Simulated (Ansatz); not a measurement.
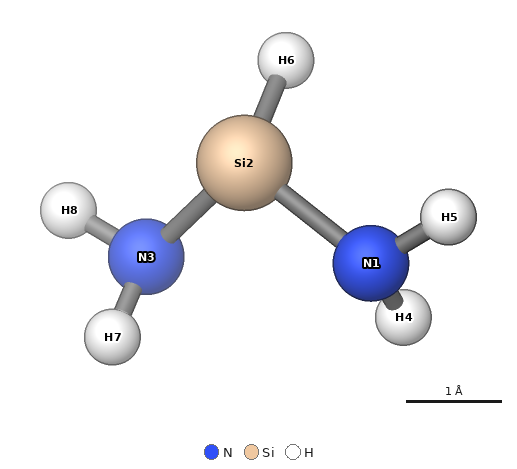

Fig. 1: The input geometry (ball-and-stick view, seen at a tilt; atoms are numbered from 1 in the order of the input). Bond lengths as drawn: H–N 1.02 Å, H–Si 1.44 Å and N–Si 1.75 Å.

# Frequency calculation of SiN2H5

The run: frequency calculation of SiN2H5, multiplicity 2. Method and program: HF/STO-3G, UHF (Ansatz 0.2.0).

The geometry was optimised with HF/STO-3G. Figures and captions count atoms from 1; the log counts them from 0 in places.

The program's output
```
Functional definition: HF
  name "HF"
  exchange = exact_x
  correlation = 0
332 factors; integrals over basis functions are off by at most 1.2e-5 eV
mean field evaluation 1: about -10773.2177 eV, gradient 1.3e1 eV
mean field evaluation 2: about -10773.2893 eV, gradient 1.3e1 eV
mean field evaluation 4: about -10774.5633 eV, gradient 1.2e0 eV
mean field evaluation 8: about -10774.5950 eV, gradient 1.0e-2 eV
mean field -10774.59503640 eV, -395.9590643049 hartree, gradient 3.7e-5 eV, S^2 0.752485; 0 other end points of the search recorded, 0 dependent functions left out
the calculation of the forces begins
reference -10774.59503640 eV, -395.9590643049 hartree; 17, 16 occupied and 7, 8 virtual orbitals, 332 factors
these checks for a lower state are left out or cut short: stability, starts, cluster_reference, orbital_swaps, neighbouring_geometries, increment
332 factors; integrals over basis functions are off by at most 1.2e-5 eV
mean field evaluation 16: about -10774.5948 eV, gradient 2.1e-6 eV
mean field -10774.59480647 eV, -395.9590558553 hartree, gradient 2.1e-6 eV, S^2 0.752485; 0 other end points of the search recorded, 0 dependent functions left out
[... from here on the field's lines of each further geometry are left out, up to the last ...]
the calculation of the forces begins
reference -10774.59497274 eV, -395.9590619653 hartree; 17, 16 occupied and 7, 8 virtual orbitals, 332 factors
these checks for a lower state are left out or cut short: stability, starts, cluster_reference, orbital_swaps, neighbouring_geometries, increment
332 factors; integrals over basis functions are off by at most 1.2e-5 eV
mean field -10774.59497352 eV, -395.9590619941 hartree, gradient 2.1e-6 eV, S^2 0.752482; 0 other end points of the search recorded, 0 dependent functions left out
the calculation of the forces begins
reference -10774.59497352 eV, -395.9590619941 hartree; 17, 16 occupied and 7, 8 virtual orbitals, 332 factors
Total energy: -10774.59503640 eV, -395.9590643049 hartree
Atom 0 at    -0.966752     0.568578    -0.920905 Å, force    -0.000715    -0.000366    -0.001297 eV/Å
Atom 1 at     0.578094     0.544022    -0.092158 Å, force     0.001113     0.000154     0.001802 eV/Å
Atom 2 at     0.711049    -1.085700     0.530157 Å, force     0.000489    -0.000434    -0.000391 eV/Å
Atom 3 at    -1.716415     0.088941    -0.413398 Å, force     0.000126     0.000071     0.000374 eV/Å
Atom 4 at    -1.315666     1.507853    -1.129015 Å, force    -0.000343     0.000174     0.000118 eV/Å
Atom 5 at     0.561589     1.394576     1.068141 Å, force    -0.000086     0.000126    -0.000659 eV/Å
Atom 6 at     0.688264    -1.815835    -0.187798 Å, force    -0.000263     0.000412     0.000210 eV/Å
Atom 7 at     1.551638    -1.259535     1.089077 Å, force    -0.000321    -0.000137    -0.000156 eV/Å
Dipole moment:     0.306505     0.163081    -0.025500 e Å
Vibrations: 118.07 214.40 319.50 598.50 657.69 874.24 903.25 923.38 1021.67 1138.54 1183.87 1994.42 2003.33 2764.83 3939.90 3952.05 4126.67 4135.54 cm⁻¹, zero-point energy 1.913687 eV
```

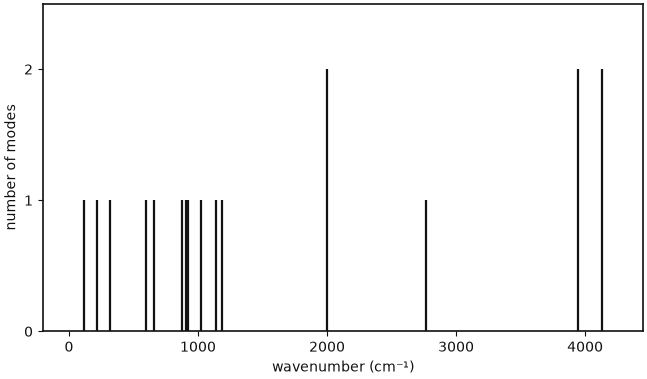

Fig. 2: Harmonic vibrational wavenumbers from the force constants; neighbouring modes closer than 18 cm⁻¹ are counted in one stick. 18 modes from 118 to 4136 cm⁻¹, none imaginary.

This output came from the following input.

Input file
```yaml
crystal:
  periodic: [false, false, false]
  atoms:
    - {symbol: N, position_ang: [-0.966752, 0.568578, -0.920905]}
    - {symbol: Si, position_ang: [0.578094, 0.544022, -0.092158]}
    - {symbol: N, position_ang: [0.711049, -1.085700, 0.530157]}
    - {symbol: H, position_ang: [-1.716415, 0.088941, -0.413398]}
    - {symbol: H, position_ang: [-1.315666, 1.507853, -1.129015]}
    - {symbol: H, position_ang: [0.561589, 1.394576, 1.068141]}
    - {symbol: H, position_ang: [0.688264, -1.815835, -0.187798]}
    - {symbol: H, position_ang: [1.551638, -1.259535, 1.089077]}
basis:
  gaussian:
    orbitals: STO-3G
magnetization:
  spin_polarized: true
  initial_magnetization: 1
hamiltonian:
  xc: hf
phonons:
  temperatures: {t_min: 298.15, t_max: 298.15, t_step: 1}
```

Launched with:
```bash
ansatz run in.yaml --threads 1 --pin off --max-ram 3480MiB --events-out events.jsonl --progress --plain --runs-dir runs
```

Key numbers

| quantity | value |
| --- | --- |
| outcome | converged |
| total energy | −395.959064 hartree |
| basis functions | 24 |
| largest force | 0.002 eV/Å |
| ⟨S²⟩ | 0.752 |
| zero-point energy | 0.070327 hartree |
| dipole moment | 1.67 D |
| wavenumbers, lowest and highest | 118 and 4136 cm⁻¹ |
| hardware | 1 thread of Arm Neoverse V2, 24 GiB of memory available, shared host |
| wall time | 11 s |
| peak memory | 0.081 GiB |
